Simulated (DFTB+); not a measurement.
# Run report: C$_{2}$H$_{6}$AlO, geometry relaxation (part 1 of 4)

C$_{2}$H$_{6}$AlO, multiplicity 2, computed with GFN1-xTB, R-SCC, dispersion built in (DFTB+ 25.1).

The geometry comes from this level: PBE0-D4/def2-TZVP.

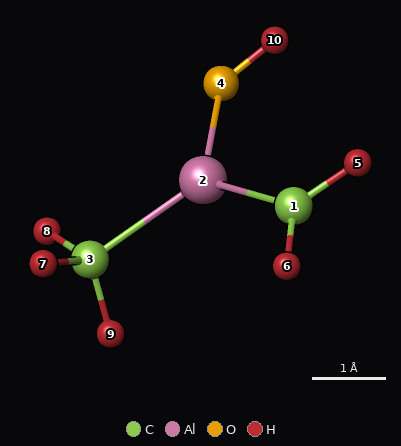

Figure 1. The structure as given in the input (ball-and-stick view, seen at a tilt; atoms are numbered from 1 in the order of the input). Sticks mark near contacts. Bond lengths as drawn: Al–C 1.93 to 1.94 Å, Al–O 1.70 Å, C–H 1.09 Å and H–O 0.96 Å.

### Results in brief

| quantity | value |
| --- | --- |
| outcome | converged |
| Mermin free energy | −13.403344 hartree |
| basis functions | 33 |
| largest force | 0.069 eV/Å |
| dipole moment | 0.37 D |
| hardware | 1 thread of AMD EPYC (Zen 3), 24 GiB of memory available, shared host |
| wall time | 0.85 s |
| peak memory | 0.072 GiB |

### Notes

Settings chosen away from the usual ones: optimiser. Further notes kept with the run: no spin polarisation.

### Input (dftb_in.hsd)
```
Geometry = GenFormat {
  <<< "start.gen"
}

Driver = ConjugateGradient {
  MovedAtoms = 1:-1
  MaxForceComponent = 0.001
  MaxSteps = 100
  AppendGeometries = Yes
}

Hamiltonian = xTB {
  Method = "GFN1-xTB"
  Filling = Fermi {
    Temperature [Kelvin] = 300
  }
  SpinPolarisation = Colinear {
    UnpairedElectrons = 1
  }
  SpinConstants = {
    ShellResolvedSpin = No
    C = 0.0
    Al = 0.0
    O = 0.0
    H = 0.0
  }
}

Analysis = {
  PrintForces = Yes
}

Options = {
  WriteResultsTag = Yes
}

InputVersion = 25.1
```

### File start.gen
```
10 C
C Al O H
   1  1     -1.161000      1.461300     -0.103700
   2  2      0.239900      0.146200     -0.262300
   3  1      0.275000     -1.502600      0.764000
   4  3      1.525500      0.414700     -1.346400
   5  4     -1.207100      2.394800     -0.663300
   6  4     -2.013100      1.356400      0.567300
   7  4     -0.629800     -2.095700      0.597500
   8  4      1.136100     -2.121900      0.503400
   9  4      0.320800     -1.299700      1.838900
  10  4      1.596800      1.195200     -1.892400
```

Launched with:
```bash
dftb+ > dftb.out
```

### Log
```
|  DFTB+ development version (commit: a23bfb2)

Reading input file 'dftb_in.hsd'
Parser version: 14

--------------------------------------------------------------------------------
WARNING!
-> This driver is deprecated and will be removed in future versions.
Please use the GeometryOptimisation driver instead.
Path: dftbplusinput/Driver/ConjugateGradient
Line: 5-10 (File: dftb_in.hsd)

Processed input in HSD format written to 'dftb_pin.hsd'

Starting initialization...
--------------------------------------------------------------------------------
OpenMP threads:              1
Chosen random seed:          197402869
Current stacksize:           unlimited
Mode:                        Conjugate gradient relaxation
Self consistent charges:     Yes
SCC-tolerance:                 0.100000E-04
Max. scc iterations:                    100
Shell resolved Hubbard:      Yes
Spin polarisation:           Yes
Nr. of up electrons:            12.000000
Nr. of down electrons:          11.000000
Periodic boundaries:         No
Electronic solver:           Relatively robust
Mixer:                       Broyden mixer
Mixing parameter:                  0.200000
Nr. of chrg. vec. in memory:            100
Max. SCC-cycles:                        100
Nr. of moved atoms:                      10
Max. nr. of geometry steps:             100
Force tolerance:               0.100000E-02
tblite library version:      0.3.0
-> parametrization:          GFN1-xTB
-> repulsion:                Yes
-> dispersion:               Yes
-> halogen bonding:          Yes
-> electrostatics:           Yes
   -> isotropic:             Yes
   -> anisotropic:           No
   -> third-order:           Yes
Electronic temperature:              0.950045E-03 H      0.258520E-01 eV
Initial charges:             Set automatically (system chrg:   0.000E+00)
Included shells:             C:  s, p
                            Al:  s, p, d
                             O:  s, p
                             H:  s, s2
Spin coupling constants:     C   1(s)-1(s):   0.000000E+00
                             C   1(s)-2(p):   0.000000E+00
                             C   2(p)-1(s):   0.000000E+00
                             C   2(p)-2(p):   0.000000E+00
                             Al  1(s)-1(s):   0.000000E+00
                             Al  1(s)-2(p):   0.000000E+00
                             Al  1(s)-3(d):   0.000000E+00
                             Al  2(p)-1(s):   0.000000E+00
                             Al  2(p)-2(p):   0.000000E+00
                             Al  2(p)-3(d):   0.000000E+00
                             Al  3(d)-1(s):   0.000000E+00
                             Al  3(d)-2(p):   0.000000E+00
                             Al  3(d)-3(d):   0.000000E+00
                             O   1(s)-1(s):   0.000000E+00
                             O   1(s)-2(p):   0.000000E+00
                             O   2(p)-1(s):   0.000000E+00
                             O   2(p)-2(p):   0.000000E+00
                             H   1(s)-1(s):   0.000000E+00
                             H   1(s)-2(s):   0.000000E+00
                             H   2(s)-1(s):   0.000000E+00
                             H   2(s)-2(s):   0.000000E+00
Extra options:
                             Mulliken analysis
Force type                   original

--------------------------------------------------------------------------------

***  Geometry step: 0

 iSCC Total electronic   Diff electronic      SCC error
    1   -0.13419391E+02    0.00000000E+00    0.94753827E+00
    2   -0.12400086E+02   -0.13419391E+02    0.14154235E+01
    3   -0.13514142E+02    0.10193049E+01    0.22378847E+00
    4   -0.13522822E+02   -0.11140567E+01    0.15338730E+00
    5   -0.13526242E+02   -0.86798459E-02    0.46266608E-01
    6   -0.13526421E+02   -0.34193804E-02    0.11318693E-01
    7   -0.13526420E+02   -0.17896011E-03    0.59229146E-02
    8   -0.13526425E+02    0.30934486E-06    0.18084613E-02
    9   -0.13526425E+02   -0.43396004E-05    0.18603465E-03
   10   -0.13526425E+02   -0.48024667E-06    0.19022327E-03
   11   -0.13526425E+02    0.19345485E-08    0.40509692E-05

Total Energy:                      -13.3989065922 H         -364.6028 eV
Extrapolated to 0K:                -13.3989065922 H         -364.6028 eV
Total Mermin free energy:          -13.3989065922 H         -364.6028 eV
Force related energy:              -13.3989065922 H         -364.6028 eV

Maximal force component:             0.566070E-02
Averaged force norm:                 0.422207E-02

--------------------------------------------------------------------------------

***  Geometry step: 1

 iSCC Total electronic   Diff electronic      SCC error
    1   -0.13528215E+02    0.00000000E+00    0.84321029E-02
    2   -0.13528240E+02   -0.17900792E-02    0.51906770E-02
    3   -0.13528247E+02   -0.25328042E-04    0.14531926E-02
    4   -0.13528247E+02   -0.64569875E-05    0.14224828E-03
    5   -0.13528247E+02   -0.19167175E-06    0.70507568E-04
    6   -0.13528247E+02   -0.21168297E-07    0.28283075E-04
    7   -0.13528247E+02   -0.15905641E-08    0.35951704E-05

Total Energy:                      -13.3993583614 H         -364.6151 eV
Extrapolated to 0K:                -13.3993583614 H         -364.6151 eV
Total Mermin free energy:          -13.3993583614 H         -364.6151 eV
Force related energy:              -13.3993583614 H         -364.6151 eV

Maximal force component:             0.835709E-02
Averaged force norm:                 0.557927E-02

--------------------------------------------------------------------------------

***  Geometry step: 2

 iSCC Total electronic   Diff electronic      SCC error
    1   -0.13530035E+02    0.00000000E+00    0.13445181E-01
    2   -0.13530099E+02   -0.17876535E-02    0.82363313E-02
    3   -0.13530115E+02   -0.64491698E-04    0.23793317E-02
    4   -0.13530115E+02   -0.15589038E-04    0.21175096E-03
    5   -0.13530115E+02   -0.50578562E-06    0.12128564E-03
    6   -0.13530115E+02   -0.54719056E-07    0.47655425E-04
    7   -0.13530115E+02   -0.54070846E-08    0.57025895E-05

Total Energy:                      -13.3981984646 H         -364.5835 eV
Extrapolated to 0K:                -13.3981984646 H         -364.5835 eV
Total Mermin free energy:          -13.3981984646 H         -364.5835 eV
Force related energy:              -13.3981984646 H         -364.5835 eV

Maximal force component:             0.307911E-01
Averaged force norm:                 0.165163E-01

--------------------------------------------------------------------------------

***  Geometry step: 3

 iSCC Total electronic   Diff electronic      SCC error
    1   -0.13528189E+02    0.00000000E+00    0.13222577E-01
    2   -0.13528249E+02    0.19265113E-02    0.82024756E-02
    3   -0.13528264E+02   -0.59708897E-04    0.23099059E-02
    4   -0.13528265E+02   -0.15377767E-04    0.23237313E-03
    5   -0.13528265E+02   -0.52145573E-06    0.12158562E-03
    6   -0.13528265E+02   -0.44773827E-07    0.48270724E-04
    7   -0.13528265E+02   -0.56303406E-08    0.60429190E-05

Total Energy:                      -13.3993584186 H         -364.6151 eV
Extrapolated to 0K:                -13.3993584186 H         -364.6151 eV
Total Mermin free energy:          -13.3993584186 H         -364.6151 eV
Force related energy:              -13.3993584186 H         -364.6151 eV

Maximal force component:             0.845757E-02
Averaged force norm:                 0.564251E-02

--------------------------------------------------------------------------------

***  Geometry step: 4

 iSCC Total electronic   Diff electronic      SCC error
    1   -0.13527409E+02    0.00000000E+00    0.33987287E-02
    2   -0.13527416E+02    0.85533828E-03    0.21061219E-02
    3   -0.13527418E+02   -0.63312526E-05    0.75985635E-03
    4   -0.13527418E+02   -0.19562251E-05    0.13444007E-03
    5   -0.13527418E+02   -0.39091058E-07    0.40397457E-04
    6   -0.13527418E+02   -0.10252419E-07    0.15656289E-04
    7   -0.13527418E+02   -0.27358915E-09    0.12958295E-05

Total Energy:                      -13.3999605008 H         -364.6315 eV
Extrapolated to 0K:                -13.3999605008 H         -364.6315 eV
Total Mermin free energy:          -13.3999605008 H         -364.6315 eV
Force related energy:              -13.3999605008 H         -364.6315 eV

Maximal force component:             0.480878E-02
Averaged force norm:                 0.415100E-02

--------------------------------------------------------------------------------

***  Geometry step: 5

 iSCC Total electronic   Diff electronic      SCC error
    1   -0.13525158E+02    0.00000000E+00    0.50346914E-02
    2   -0.13525175E+02    0.22594489E-02    0.30869346E-02
    3   -0.13525180E+02   -0.16533818E-04    0.12631844E-02
    4   -0.13525180E+02   -0.50835811E-05    0.24317819E-03
    5   -0.13525180E+02   -0.86302588E-07    0.66395850E-04
    6   -0.13525180E+02   -0.32769556E-07    0.30878499E-04
    7   -0.13525180E+02   -0.81788798E-09    0.23659544E-05

Total Energy:                      -13.4004354547 H         -364.6444 eV
Extrapolated to 0K:                -13.4004354547 H         -364.6444 eV
Total Mermin free energy:          -13.4004354547 H         -364.6444 eV
Force related energy:              -13.4004354547 H         -364.6444 eV

Maximal force component:             0.779547E-02
Averaged force norm:                 0.439954E-02

--------------------------------------------------------------------------------

***  Geometry step: 6

 iSCC Total electronic   Diff electronic      SCC error
    1   -0.13519248E+02    0.00000000E+00    0.72134691E-02
    2   -0.13519290E+02    0.59319396E-02    0.42054681E-02
    3   -0.13519303E+02   -0.42488274E-04    0.21199882E-02
    4   -0.13519304E+02   -0.12932007E-04    0.45421118E-03
    5   -0.13519304E+02   -0.20221021E-06    0.11553248E-03
    6   -0.13519304E+02   -0.10818622E-06    0.56773409E-04
    7   -0.13519304E+02   -0.32832119E-08    0.45053811E-05

Total Energy:                      -13.3998547676 H         -364.6286 eV
Extrapolated to 0K:                -13.3998547676 H         -364.6286 eV
Total Mermin free energy:          -13.3998547676 H         -364.6286 eV
Force related energy:              -13.3998547676 H         -364.6286 eV

Maximal force component:             0.132179E-01
Averaged force norm:                 0.925346E-02

--------------------------------------------------------------------------------

***  Geometry step: 7

 iSCC Total electronic   Diff electronic      SCC error
    1   -0.13524415E+02    0.00000000E+00    0.59526562E-02
    2   -0.13524445E+02   -0.51115117E-02    0.35568636E-02
    3   -0.13524454E+02   -0.29873649E-04    0.17451295E-02
    4   -0.13524454E+02   -0.92388192E-05    0.33014721E-03
    5   -0.13524455E+02   -0.16303249E-06    0.77872027E-04
    6   -0.13524455E+02   -0.63717478E-07    0.51423646E-04
    7   -0.13524455E+02   -0.11430217E-08    0.36067693E-05

Total Energy:                      -13.4004573885 H         -364.6450 eV
Extrapolated to 0K:                -13.4004573885 H         -364.6450 eV
Total Mermin free energy:          -13.4004573885 H         -364.6450 eV
Force related energy:              -13.4004573885 H         -364.6450 eV

Maximal force component:             0.854691E-02
Averaged force norm:                 0.493538E-02

--------------------------------------------------------------------------------

***  Geometry step: 8

 iSCC Total electronic   Diff electronic      SCC error
    1   -0.13521685E+02    0.00000000E+00    0.10506902E-01
    2   -0.13521721E+02    0.27699246E-02    0.59847307E-02
    3   -0.13521731E+02   -0.36726238E-04    0.25524387E-02
    4   -0.13521731E+02   -0.94035776E-05    0.37771672E-03
    5   -0.13521731E+02   -0.50622369E-06    0.92883490E-04
    6   -0.13521731E+02   -0.39742575E-07    0.38382626E-04
    7   -0.13521731E+02   -0.69876016E-08    0.56400741E-05

Total Energy:                      -13.4006988765 H         -364.6516 eV
Extrapolated to 0K:                -13.4006988765 H         -364.6516 eV
Total Mermin free energy:          -13.4006988765 H         -364.6516 eV
Force related energy:              -13.4006988765 H         -364.6516 eV

Maximal force component:             0.161864E-01
Averaged force norm:                 0.999675E-02

--------------------------------------------------------------------------------

***  Geometry step: 9

 iSCC Total electronic   Diff electronic      SCC error
    1   -0.13523350E+02    0.00000000E+00    0.45087759E-02
    2   -0.13523357E+02   -0.16185335E-02    0.25759866E-02
    3   -0.13523358E+02   -0.68584631E-05    0.10803709E-02
    4   -0.13523359E+02   -0.17812006E-05    0.16108012E-03
    5   -0.13523359E+02   -0.82145386E-07    0.38372980E-04
    6   -0.13523359E+02   -0.72534991E-08    0.98475729E-05

Total Energy:                      -13.4010046905 H         -364.6599 eV
Extrapolated to 0K:                -13.4010046905 H         -364.6599 eV
Total Mermin free energy:          -13.4010046905 H         -364.6599 eV
Force related energy:              -13.4010046905 H         -364.6599 eV

Maximal force component:             0.833382E-02
Averaged force norm:                 0.527704E-02

--------------------------------------------------------------------------------

***  Geometry step: 10

 iSCC Total electronic   Diff electronic      SCC error
    1   -0.13526266E+02    0.00000000E+00    0.34304209E-02
    2   -0.13526278E+02   -0.29077525E-02    0.25322127E-02
    3   -0.13526280E+02   -0.11209889E-04    0.16780838E-02
    4   -0.13526280E+02   -0.27397994E-05    0.17846931E-03
    5   -0.13526280E+02   -0.73633947E-07    0.36339300E-04
    6   -0.13526280E+02   -0.15372640E-07    0.17460281E-04
    7   -0.13526280E+02   -0.16332038E-08    0.20258003E-05

Total Energy:                      -13.4015418702 H         -364.6745 eV
Extrapolated to 0K:                -13.4015418702 H         -364.6745 eV
Total Mermin free energy:          -13.4015418702 H         -364.6745 eV
Force related energy:              -13.4015418702 H         -364.6745 eV

Maximal force component:             0.321064E-02
Averaged force norm:                 0.294513E-02

--------------------------------------------------------------------------------

***  Geometry step: 11

 iSCC Total electronic   Diff electronic      SCC error
    1   -0.13528433E+02    0.00000000E+00    0.39306361E-02
    2   -0.13528466E+02   -0.21523343E-02    0.23976519E-02
    3   -0.13528474E+02   -0.33562020E-04    0.25232714E-02
    4   -0.13528475E+02   -0.78048102E-05    0.29566134E-03
    5   -0.13528475E+02   -0.47054899E-06    0.88616543E-04
    6   -0.13528475E+02   -0.39262153E-07    0.31218010E-04
    7   -0.13528475E+02   -0.56959468E-08    0.39956029E-05

Total Energy:                      -13.4007860089 H         -364.6539 eV
Extrapolated to 0K:                -13.4007860089 H         -364.6539 eV
Total Mermin free energy:          -13.4007860089 H         -364.6539 eV
Force related energy:              -13.4007860089 H         -364.6539 eV

Maximal force component:             0.184114E-01
Averaged force norm:                 0.108184E-01

--------------------------------------------------------------------------------

***  Geometry step: 12

 iSCC Total electronic   Diff electronic      SCC error
    1   -0.13526654E+02    0.00000000E+00    0.34637304E-02
    2   -0.13526681E+02    0.18201308E-02    0.21258724E-02
    3   -0.13526687E+02   -0.26403226E-04    0.22297136E-02
    4   -0.13526687E+02   -0.61118465E-05    0.25484511E-03
    5   -0.13526687E+02   -0.38672682E-06    0.95387501E-04
    6   -0.13526687E+02   -0.39788700E-07    0.23543282E-04
    7   -0.13526687E+02   -0.25183873E-08    0.31716046E-05

Total Energy:                      -13.4015545749 H         -364.6749 eV
Extrapolated to 0K:                -13.4015545749 H         -364.6749 eV
Total Mermin free energy:          -13.4015545749 H         -364.6749 eV
Force related energy:              -13.4015545749 H         -364.6749 eV

Maximal force component:             0.442298E-02
Averaged force norm:                 0.345495E-02
```
